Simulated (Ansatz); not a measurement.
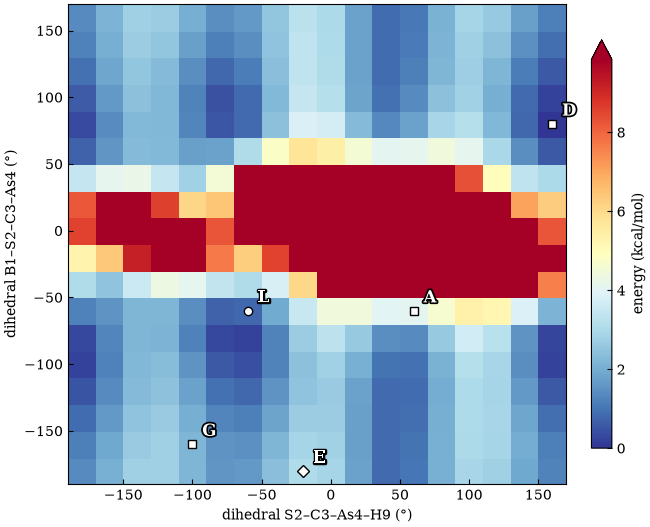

CH₆AsBS, SMILES BSC[AsH2]. 
- The first coordinate is: dihedral S2–C3–As4–H9; the second: dihedral B1–S2–C3–As4.
- Nothing is relaxed (all other coordinates rigid).
- The grid has 18 × 18 points.
- Energies: kcal/mol, counted from the lowest grid point.
- Energies and slopes of some neighbouring points disagree (a jump in structure or state, or too coarse a mesh).
- These are results of RKS BHLYP-D4/def2-SVP in Ansatz 0.2.0, not measurements.

Drawn: one coloured cell a grid point, one colour for all values above the top of the scale, lettered points.

**Is D the lowest point of the computed grid?**

Yes. D, at dihedral S2–C3–As4–H9 = 160°, dihedral B1–S2–C3–As4 = 80°, has the lowest energy of the grid.

**Rank the lettered points by energy, lowest first.**

D (0.0 kcal/mol), L (0.8 kcal/mol), G (2.2 kcal/mol), E (3.1 kcal/mol), A (4.0 kcal/mol).
